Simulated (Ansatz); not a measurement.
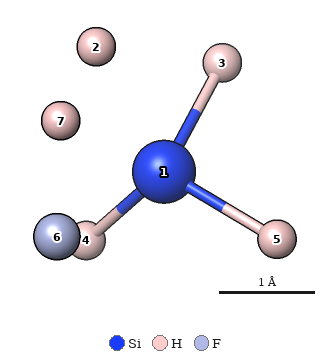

Fig. 1: The structure as given in the input (ball-and-stick view, seen at a tilt; atoms are numbered from 1 in the order of the input). Bond lengths as drawn: H–Si 1.50 to 1.52 Å.

SiH₅F: frequency calculation

The run: frequency calculation of SiH₅F. Method and program: RKS PBE/def2-SVP (Ansatz 0.2.0).

It belongs to a series of runs on one base structure; here: vibrations at the highest image of the band. Figures and captions count atoms from 1; the log counts them from 0 in places.

The input
```yaml
crystal:
  periodic: [false, false, false]
  atoms:
    - { symbol: Si, position_ang: [-0.202962, 0.000238, -0.045388] }
    - { symbol: H, position_ang: [0.064728, -0.001362, 1.676019] }
    - { symbol: H, position_ang: [1.314723, 0.000941, -0.064837] }
    - { symbol: H, position_ang: [-0.562147, 1.283002, -0.731392] }
    - { symbol: H, position_ang: [-0.561428, -1.283252, -0.730325] }
    - { symbol: F, position_ang: [-1.897633, 0.000988, 0.900747] }
    - { symbol: H, position_ang: [-0.92098, -0.000556, 1.635573] }
basis:
  gaussian: { orbitals: def2-SVP }
hamiltonian:
  xc: pbe
phonons: {}
```

Command:
```bash
ansatz run input.yaml --threads 1 --pin off --max-ram 2048MiB --backend cpu --events-out ev --progress --plain --runs-dir out
```

The program's output
```
Engine: ansatz 0.2.0, x86_64-unknown-linux-gnu
Functional definition: PBE
  parameter kappa = 0.804
  parameter beta = 0.06672455060314922
  exchange = pbe_x(kappa = kappa, mu = beta*pi^2/3)
  correlation = pbe_c(beta = beta)
634 factors; their error is unknown
mean field evaluation 1: about -10661.0510 eV, gradient 2.8e1 eV
mean field evaluation 2: about -10656.9650 eV, gradient 6.0e1 eV
mean field evaluation 4: about -10662.4509 eV, gradient 1.3e0 eV
mean field evaluation 8: about -10662.4166 eV, gradient 3.8e-2 eV
mean field -10662.41659907 eV, -391.8365827703 hartree, gradient 3.7e-5 eV, S^2 0.000000; 0 other end points of the search recorded, 0 dependent functions left out
the calculation of the forces begins
reference -10662.41662725 eV, -391.8365838057 hartree; 14, 14 occupied and 43, 43 virtual orbitals, 634 factors
these checks for a lower state are left out or cut short: stability, starts, cluster_reference, orbital_swaps, neighbouring_geometries, increment
634 factors; their error is unknown
mean field evaluation 16: about -10662.4165 eV, gradient 1.3e-1 eV
mean field -10662.41650748 eV, -391.8365794045 hartree, gradient 1.1e-6 eV, S^2 0.000000; 0 other end points of the search recorded, 0 dependent functions left out
[... from here on the field's lines of each further geometry are left out, up to the last ...]
the calculation of the forces begins
reference -10662.41665337 eV, -391.8365847657 hartree; 14, 14 occupied and 43, 43 virtual orbitals, 634 factors
these checks for a lower state are left out or cut short: stability, starts, cluster_reference, orbital_swaps, neighbouring_geometries, increment
634 factors; their error is unknown
mean field -10662.41651954 eV, -391.8365798475 hartree, gradient 7.4e-7 eV, S^2 0.000000; 0 other end points of the search recorded, 0 dependent functions left out
the calculation of the forces begins
reference -10662.41654771 eV, -391.8365808827 hartree; 14, 14 occupied and 43, 43 virtual orbitals, 634 factors
WARN: phonons: modes at or below zero, which the zero-point energy, F, S and C_V leave out: 2, the lowest at -1007.35 cm⁻¹. A minimum has none, and a first-order saddle one
Total energy: -10662.41662725 eV, -391.8365838057 hartree
Atom 0 at    -0.202962     0.000238    -0.045388 Å, force    -0.008198    -0.000091     0.016726 eV/Å
Atom 1 at     0.064728    -0.001362     1.676019 Å, force    -0.003470    -0.000053    -0.008200 eV/Å
Atom 2 at     1.314723     0.000941    -0.064837 Å, force     0.004370     0.000145    -0.005293 eV/Å
Atom 3 at    -0.562147     1.283002    -0.731392 Å, force     0.000598     0.000189     0.000788 eV/Å
Atom 4 at    -0.561428    -1.283252    -0.730325 Å, force     0.000760    -0.000267     0.000941 eV/Å
Atom 5 at    -1.897633     0.000988     0.900747 Å, force    -0.020664     0.000426    -0.026076 eV/Å
Atom 6 at    -0.920980    -0.000556     1.635573 Å, force     0.026604    -0.000349     0.021114 eV/Å
Dipole moment:     0.156396    -0.000206     0.066017 e Å
Vibrations: -1007.35 -182.28 568.65 688.34 756.49 923.22 941.42 982.34 1096.07 1119.26 1721.56 2092.36 2098.99 2181.06 2208.47 cm⁻¹, zero-point energy 1.077313 eV
```

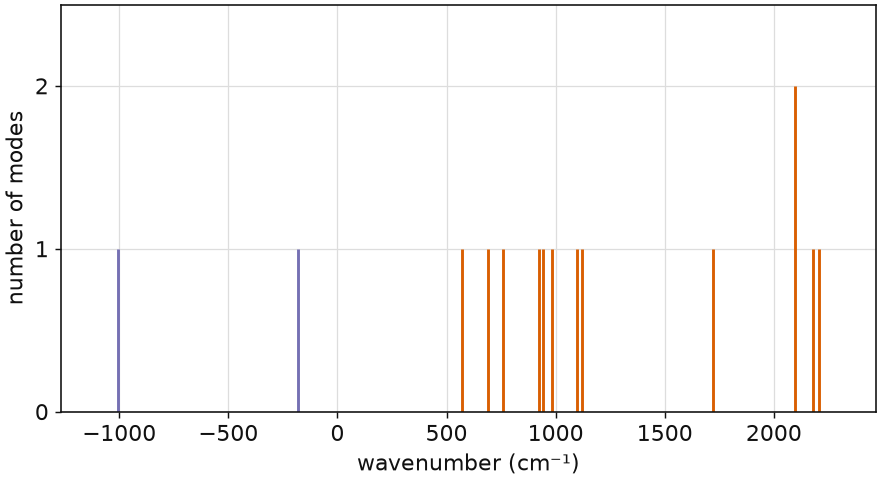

Fig. 2: Harmonic vibrational wavenumbers from the force constants; neighbouring modes closer than 15 cm⁻¹ are counted in one stick, and imaginary ones are drawn at negative wavenumbers. 15 modes from 1007i to 2208 cm⁻¹, 2 imaginary beyond 8i (1007i, 182i cm⁻¹): not a minimum.

Summary

- outcome: converged
- total energy: −10662.4166 eV
- mean-field energy: −10662.4166 eV
- largest force (length of the vector): 0.034 eV/Å
- hardware: 1 thread of Intel Xeon (Granite Rapids), 32 GiB of memory available, shared host
- wall time: 14 s
- peak memory: 0.11 GiB
